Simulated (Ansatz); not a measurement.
Run report: C$_{2}$H$_{8}$BNO, geometry relaxation (part 3 of 3)

The same run, continued: C$_{2}$H$_{8}$BNO; RKS PBE/6-31G* (Ansatz 0.2.0). It belongs to a series of runs on one base structure; here: end point A relaxed.

Geometry of the input (Å):
```
C  -1.1736  -0.6921  0.9648
B  0.2098  -0.6956  0.2695
O  1.1993  -1.6044  0.7704
C  0.6052  0.2225  -1.0078
N  0.4603  1.6186  -0.6700
H  -1.4194  0.3887  1.3408
H  -1.9703  -0.9107  0.2087
H  -1.2236  -1.3535  1.7868
H  1.7306  -1.0590  1.5015
H  1.5577  -0.0263  -1.3388
H  -0.2024  -0.0217  -1.7946
H  0.8450  2.1818  -1.4469
H  -0.5983  1.9168  -0.5697
```

Trajectory as extended XYZ, continued
```
13
Properties=species:S:1:pos:R:3:forces:R:3 step=25 energy=-6410.62679
C    -1.1882   -0.4584    1.0973    0.0080  -0.0103  -0.0007
B     0.2107   -0.6626    0.3978   -0.0102  -0.0299  -0.0349
O     0.9384   -1.7798    0.7454    0.0304   0.0326  -0.0127
C     0.7805    0.3351   -0.7136    0.0153   0.0234  -0.0026
N     0.0422    1.6085   -0.8022   -0.0112   0.0105  -0.0372
H    -1.2501    0.5567    1.5314   -0.0012  -0.0080   0.0000
H    -2.0083   -0.5149    0.3538    0.0068   0.0006   0.0118
H    -1.3946   -1.2039    1.8828    0.0059   0.0166  -0.0084
H     1.7904   -1.8081    0.2620   -0.0394  -0.0135   0.0175
H     1.8386    0.5716   -0.4622   -0.0675  -0.0025  -0.0202
H     0.8427   -0.2373   -1.6788    0.0035   0.0172   0.0468
H     0.3687    2.1463   -1.6156   -0.0258  -0.0301   0.0370
H    -0.9508    1.4118   -0.9833    0.0855  -0.0066   0.0035
13
Properties=species:S:1:pos:R:3:forces:R:3 step=26 energy=-6410.62776
C    -1.1855   -0.4566    1.1007    0.0072   0.0070   0.0102
B     0.2074   -0.6651    0.3923    0.0003  -0.0039   0.0044
O     0.9296   -1.7875    0.7338   -0.0143   0.0098  -0.0166
C     0.7825    0.3415   -0.7077    0.0034  -0.0087   0.0113
N     0.0347    1.6074   -0.8057   -0.0101  -0.0058  -0.0007
H    -1.2486    0.5644    1.5187   -0.0013   0.0135   0.0004
H    -2.0129   -0.5295    0.3673   -0.0008  -0.0061   0.0045
H    -1.3788   -1.1885    1.9013   -0.0063  -0.0095  -0.0046
H     1.7738   -1.8280    0.2398    0.0110  -0.0006   0.0016
H     1.8311    0.5877   -0.4371    0.0018   0.0023   0.0021
H     0.8689   -0.2277   -1.6708    0.0028   0.0012  -0.0085
H     0.3682    2.1491   -1.6120    0.0022  -0.0001  -0.0025
H    -0.9501    1.3980   -1.0061    0.0041   0.0008  -0.0015
13
Properties=species:S:1:pos:R:3:forces:R:3 step=27 energy=-6410.62855
C    -1.1797   -0.4500    1.1134   -0.0023   0.0163   0.0157
B     0.2027   -0.6677    0.3883    0.0174  -0.0305  -0.0005
O     0.9105   -1.8081    0.7021   -0.0233   0.0278  -0.0015
C     0.7873    0.3505   -0.6960    0.0153  -0.0180   0.0044
N     0.0157    1.6003   -0.8166   -0.0248  -0.0253  -0.0191
H    -1.2416    0.5788    1.5128   -0.0026  -0.0033  -0.0034
H    -2.0161   -0.5397    0.3915    0.0068  -0.0037   0.0102
H    -1.3611   -1.1701    1.9279   -0.0037  -0.0019  -0.0135
H     1.7495   -1.8546    0.1999    0.0066   0.0028  -0.0097
H     1.8208    0.6190   -0.3876   -0.0186  -0.0004  -0.0043
H     0.9209   -0.2145   -1.6571   -0.0011   0.0196   0.0151
H     0.3677    2.1520   -1.6083   -0.0041   0.0037   0.0015
H    -0.9564    1.3692   -1.0556    0.0344   0.0127   0.0051
13
Properties=species:S:1:pos:R:3:forces:R:3 step=28 energy=-6410.62746 accepted=F
C    -1.1681   -0.4375    1.1410   -0.0202   0.0098   0.0163
B     0.1920   -0.6736    0.3800    0.0814  -0.1051   0.0093
O     0.8738   -1.8458    0.6417   -0.0522   0.0938  -0.0055
C     0.7953    0.3674   -0.6728    0.0886  -0.0258  -0.0508
N    -0.0220    1.5844   -0.8416   -0.1209  -0.0786  -0.1521
H    -1.2278    0.6043    1.5075   -0.0036  -0.0465  -0.0122
H    -2.0230   -0.5580    0.4433    0.0349   0.0080   0.0311
H    -1.3250   -1.1376    1.9796    0.0066   0.0289  -0.0433
H     1.6986   -1.9057    0.1167   -0.0308   0.0222  -0.0064
H     1.7948    0.6813   -0.2881   -0.1364  -0.0299  -0.0479
H     1.0256   -0.1854   -1.6278   -0.0312   0.0856   0.1265
H     0.3709    2.1594   -1.5999   -0.0596  -0.0336   0.0633
H    -0.9647    1.3117   -1.1648    0.2435   0.0713   0.0716
13
Properties=species:S:1:pos:R:3:forces:R:3 step=29 energy=-6410.62188 accepted=F
C    -1.1757   -0.4424    1.1376    0.0090  -0.1455  -0.1329
B     0.1940   -0.6756    0.3871   -0.0296   0.1557   0.0646
O     0.9031   -1.8147    0.6856    0.1483  -0.0997  -0.0267
C     0.7849    0.3439   -0.6903   -0.1117   0.1789  -0.0902
N     0.0058    1.5847   -0.8357    0.1600   0.2260   0.0475
H    -1.2415    0.5837    1.5407    0.0350  -0.0252   0.0253
H    -2.0140   -0.5337    0.4203   -0.0482   0.0465  -0.0646
H    -1.3641   -1.1832    1.9305    0.0449   0.0505   0.0903
H     1.7409   -1.8486    0.1742   -0.1289  -0.0278   0.0557
H     1.8015    0.6348   -0.3626    0.1181  -0.0152   0.0765
H     0.9490   -0.1956   -1.6537    0.0440  -0.1759  -0.0728
H     0.3847    2.1564   -1.6038   -0.0145  -0.0878   0.0841
H    -0.9484    1.3554   -1.1152   -0.2262  -0.0806  -0.0569
13
Properties=species:S:1:pos:R:3:forces:R:3 step=30 energy=-6410.62904
C    -1.1766   -0.4462    1.1211    0.0041   0.0020   0.0012
B     0.2004   -0.6691    0.3873    0.0023   0.0045  -0.0021
O     0.9037   -1.8140    0.6907    0.0011  -0.0054   0.0021
C     0.7888    0.3524   -0.6918   -0.0048   0.0018   0.0078
N     0.0064    1.5938   -0.8247    0.0029  -0.0026  -0.0004
H    -1.2360    0.5820    1.5214    0.0017  -0.0013  -0.0024
H    -2.0153   -0.5343    0.4019   -0.0043   0.0012   0.0021
H    -1.3573   -1.1685    1.9333   -0.0015  -0.0028   0.0008
H     1.7380   -1.8622    0.1806    0.0002  -0.0020  -0.0032
H     1.8131    0.6327   -0.3655   -0.0006   0.0014   0.0028
H     0.9456   -0.2087   -1.6505    0.0014  -0.0004  -0.0001
H     0.3676    2.1525   -1.6070    0.0010   0.0044  -0.0048
H    -0.9580    1.3547   -1.0821   -0.0036  -0.0007  -0.0038
13
Properties=species:S:1:pos:R:3:forces:R:3 step=31 energy=-6410.62985
C    -1.1666   -0.4362    1.1442    0.0130  -0.0210  -0.0148
B     0.1942   -0.6726    0.3844   -0.0037  -0.0045  -0.0181
O     0.8772   -1.8400    0.6475    0.0157   0.0056  -0.0041
C     0.7941    0.3644   -0.6738    0.0355   0.0232  -0.0265
N    -0.0236    1.5785   -0.8507   -0.0213  -0.0212  -0.0378
H    -1.2186    0.5949    1.5363    0.0029   0.0011   0.0036
H    -2.0169   -0.5289    0.4391   -0.0014   0.0085  -0.0033
H    -1.3378   -1.1558    1.9610    0.0041   0.0041   0.0115
H     1.6980   -1.8976    0.1155   -0.0272   0.0046   0.0107
H     1.7889    0.6831   -0.2884   -0.0588  -0.0153  -0.0207
H     1.0278   -0.1874   -1.6244   -0.0110   0.0222   0.0570
H     0.3669    2.1546   -1.6073   -0.0225  -0.0196   0.0259
H    -0.9633    1.3082   -1.1689    0.0746   0.0125   0.0164
13
Properties=species:S:1:pos:R:3:forces:R:3 step=32 energy=-6410.62988
C    -1.1639   -0.4343    1.1503   -0.0035  -0.0318  -0.0396
B     0.1879   -0.6776    0.3765    0.0479   0.0448   0.0710
O     0.8717   -1.8448    0.6384   -0.0004  -0.0143  -0.0390
C     0.7949    0.3676   -0.6694    0.0109   0.0027  -0.0489
N    -0.0334    1.5726   -0.8590   -0.0150  -0.0276  -0.0419
H    -1.2071    0.5971    1.5428    0.0073  -0.0020  -0.0033
H    -2.0211   -0.5221    0.4527   -0.0050   0.0103   0.0070
H    -1.3312   -1.1532    1.9686    0.0054   0.0029   0.0043
H     1.6864   -1.9060    0.0974   -0.0247   0.0071   0.0191
H     1.7781    0.6971   -0.2638   -0.0639  -0.0228  -0.0143
H     1.0536   -0.1798   -1.6160   -0.0074   0.0308   0.0450
H     0.3668    2.1562   -1.6046   -0.0229  -0.0152   0.0222
H    -0.9624    1.2924   -1.1992    0.0713   0.0151   0.0183
13
Properties=species:S:1:pos:R:3:forces:R:3 step=33 energy=-6410.63051
C    -1.1616   -0.4325    1.1556    0.0089  -0.0221  -0.0267
B     0.1891   -0.6758    0.3798    0.0014   0.0168   0.0170
O     0.8652   -1.8502    0.6282    0.0234  -0.0069  -0.0185
C     0.7956    0.3699   -0.6656    0.0005   0.0202  -0.0255
N    -0.0399    1.5680   -0.8661    0.0019  -0.0175  -0.0348
H    -1.2007    0.5968    1.5539    0.0021  -0.0040  -0.0001
H    -2.0199   -0.5126    0.4583    0.0023   0.0099   0.0037
H    -1.3310   -1.1560    1.9695    0.0055   0.0057   0.0063
H     1.6791   -1.9100    0.0855   -0.0314   0.0021   0.0181
H     1.7711    0.7084   -0.2512   -0.0332  -0.0117  -0.0055
H     1.0684   -0.1761   -1.6079   -0.0056   0.0130   0.0304
H     0.3657    2.1551   -1.6059   -0.0207  -0.0145   0.0223
H    -0.9609    1.2802   -1.2195    0.0450   0.0091   0.0134
13
Properties=species:S:1:pos:R:3:forces:R:3 step=34 energy=-6410.63085
C    -1.1588   -0.4309    1.1607    0.0150  -0.0068  -0.0100
B     0.1885   -0.6757    0.3801   -0.0187   0.0043  -0.0036
O     0.8591   -1.8552    0.6187    0.0235  -0.0033  -0.0103
C     0.7962    0.3730   -0.6615   -0.0128   0.0210  -0.0045
N    -0.0480    1.5624   -0.8749    0.0147  -0.0203  -0.0149
H    -1.1900    0.5957    1.5665   -0.0008  -0.0027   0.0005
H    -2.0198   -0.4992    0.4659    0.0028   0.0049   0.0012
H    -1.3295   -1.1586    1.9705    0.0016   0.0024   0.0039
H     1.6694   -1.9159    0.0711   -0.0210  -0.0005   0.0139
H     1.7612    0.7216   -0.2335   -0.0059  -0.0024   0.0023
H     1.0879   -0.1711   -1.5981   -0.0007   0.0025   0.0078
H     0.3630    2.1539   -1.6075   -0.0089  -0.0019   0.0084
H    -0.9590    1.2651   -1.2434    0.0112   0.0028   0.0052
13
Properties=species:S:1:pos:R:3:forces:R:3 step=35 energy=-6410.63112
C    -1.1529   -0.4272    1.1714    0.0099   0.0078  -0.0016
B     0.1849   -0.6775    0.3774   -0.0168  -0.0090  -0.0114
O     0.8461   -1.8660    0.5982    0.0143   0.0091  -0.0024
C     0.7975    0.3789   -0.6534    0.0008   0.0183  -0.0013
N    -0.0643    1.5510   -0.8923    0.0031  -0.0392  -0.0227
H    -1.1693    0.5955    1.5886   -0.0015  -0.0072  -0.0019
H    -2.0208   -0.4760    0.4834    0.0078  -0.0002   0.0054
H    -1.3244   -1.1614    1.9753   -0.0026   0.0001  -0.0008
H     1.6506   -1.9282    0.0426   -0.0128  -0.0028   0.0063
H     1.7417    0.7476   -0.1948   -0.0220  -0.0053  -0.0116
H     1.1297   -0.1599   -1.5803   -0.0066   0.0162   0.0204
H     0.3584    2.1526   -1.6097   -0.0104   0.0005   0.0056
H    -0.9569    1.2357   -1.2916    0.0367   0.0118   0.0160
13
Properties=species:S:1:pos:R:3:forces:R:3 step=36 energy=-6410.63125
C    -1.1502   -0.4258    1.1762    0.0050   0.0144   0.0070
B     0.1832   -0.6781    0.3762   -0.0099  -0.0180  -0.0119
O     0.8411   -1.8699    0.5905    0.0003   0.0163  -0.0010
C     0.7977    0.3815   -0.6499   -0.0041   0.0184   0.0016
N    -0.0713    1.5454   -0.9011    0.0018  -0.0396  -0.0153
H    -1.1585    0.5938    1.6012   -0.0020  -0.0087  -0.0025
H    -2.0210   -0.4626    0.4912    0.0085  -0.0025   0.0050
H    -1.3233   -1.1646    1.9756   -0.0036   0.0002  -0.0034
H     1.6418   -1.9336    0.0300   -0.0020  -0.0022   0.0018
H     1.7314    0.7594   -0.1783   -0.0111  -0.0024  -0.0069
H     1.1480   -0.1540   -1.5714   -0.0043   0.0103   0.0104
H     0.3560    2.1516   -1.6118   -0.0055   0.0031   0.0019
H    -0.9546    1.2220   -1.3137    0.0268   0.0106   0.0134
13
Properties=species:S:1:pos:R:3:forces:R:3 step=37 energy=-6410.63135
C    -1.1480   -0.4245    1.1802    0.0027   0.0045   0.0038
B     0.1810   -0.6792    0.3742    0.0062  -0.0173  -0.0001
O     0.8370   -1.8729    0.5842   -0.0084   0.0183   0.0014
C     0.7976    0.3832   -0.6476   -0.0132   0.0156   0.0012
N    -0.0768    1.5404   -0.9085    0.0137  -0.0223  -0.0034
H    -1.1489    0.5918    1.6123   -0.0002   0.0015   0.0008
H    -2.0209   -0.4504    0.4980   -0.0014  -0.0022  -0.0015
H    -1.3233   -1.1677    1.9748   -0.0023  -0.0021  -0.0009
H     1.6362   -1.9369    0.0220    0.0024  -0.0028  -0.0043
H     1.7225    0.7682   -0.1656    0.0017   0.0009   0.0012
H     1.1624   -0.1488   -1.5648    0.0002   0.0005  -0.0015
H     0.3538    2.1508   -1.6134   -0.0019   0.0031   0.0011
H    -0.9523    1.2111   -1.3312    0.0006   0.0023   0.0023
13
Properties=species:S:1:pos:R:3:forces:R:3 step=38 energy=-6410.63138
C    -1.1458   -0.4229    1.1841   -0.0029   0.0052   0.0056
B     0.1802   -0.6793    0.3740    0.0099  -0.0166  -0.0019
O     0.8340   -1.8749    0.5794   -0.0134   0.0106  -0.0028
C     0.7980    0.3853   -0.6448   -0.0022   0.0114  -0.0014
N    -0.0821    1.5352   -0.9156    0.0101  -0.0078  -0.0015
H    -1.1408    0.5904    1.6233   -0.0009  -0.0017  -0.0001
H    -2.0200   -0.4391    0.5033    0.0028  -0.0010   0.0002
H    -1.3240   -1.1709    1.9737   -0.0004   0.0005  -0.0008
H     1.6284   -1.9418    0.0107    0.0059   0.0018   0.0003
H     1.7149    0.7779   -0.1530   -0.0042  -0.0028  -0.0028
H     1.1768   -0.1444   -1.5579    0.0000   0.0002   0.0032
H     0.3511    2.1498   -1.6153   -0.0015   0.0001   0.0022
H    -0.9506    1.1997   -1.3473   -0.0031   0.0001  -0.0003
```

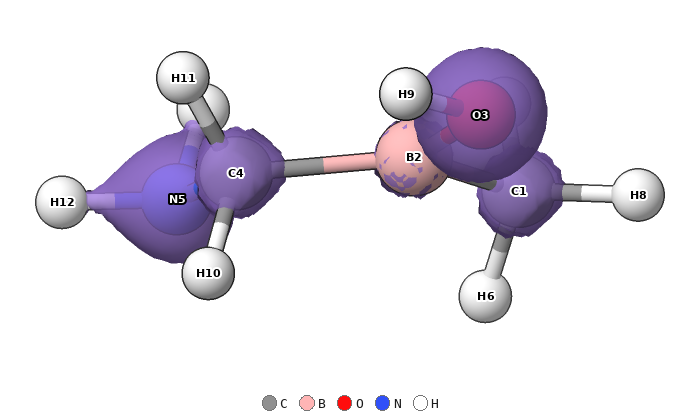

*Isosurface of the total electron density at 2 e/Å³ (purple), seen from the side.*

At this value the surface falls into ten separate pieces. It is pinched off along the B–O (1.38 Å), C–N (1.47 Å) and C–B (1.57 Å) contacts. On the grid the lowest density along these lines, outside the cores, is 1.4 e/Å³ (B–O, 1.38 Å), 1.7 e/Å³ (C–N, 1.47 Å), 1.2 e/Å³ (C–B, 1.57 Å) and 2.3 e/Å³ (O–H, 0.98 Å).

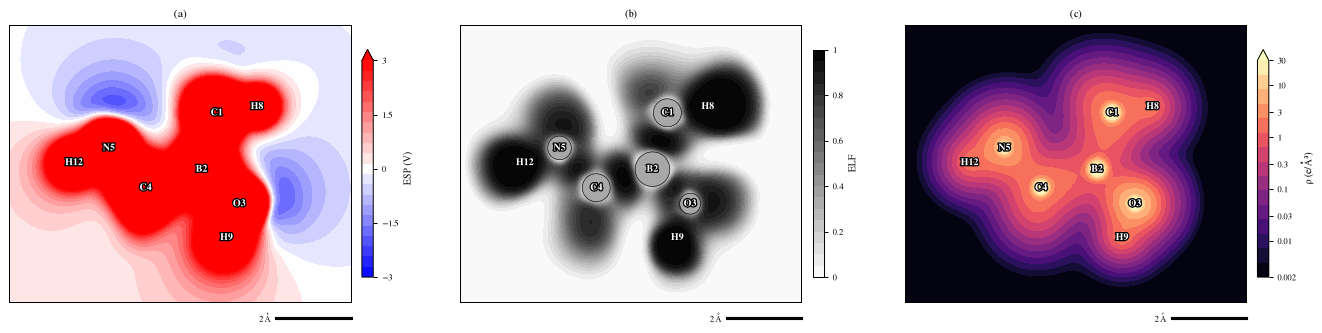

*(a) molecular electrostatic potential; (b) ELF; (c) electron density on the plane of atoms B2, O3 and H9. Grey discs, where drawn, cover atomic cores.*

C–B (1.57 Å): ρ is about 1.4 e/Å³ halfway; the ELF peaks at about 1 between the atoms (a shared electron pair). O–H (0.98 Å): ρ is about 3.5 e/Å³ halfway, with its minimum of 2.3 e/Å³ about 0.8 Å from O; the ELF climbs to about 1 towards the hydrogen, as it does in any bond to H (a covalent bond by its length).

Key numbers

- outcome: converged
- total energy: −6410.6314 eV
- mean-field energy: −6410.6314 eV
- largest force (length of the vector) at the end: 0.019 eV/Å
- hardware: 2 threads of Intel Xeon (Granite Rapids), 16 GiB of memory available, shared host
- wall time: 42 s (CPU time 80 s)
- peak memory: 0.17 GiB
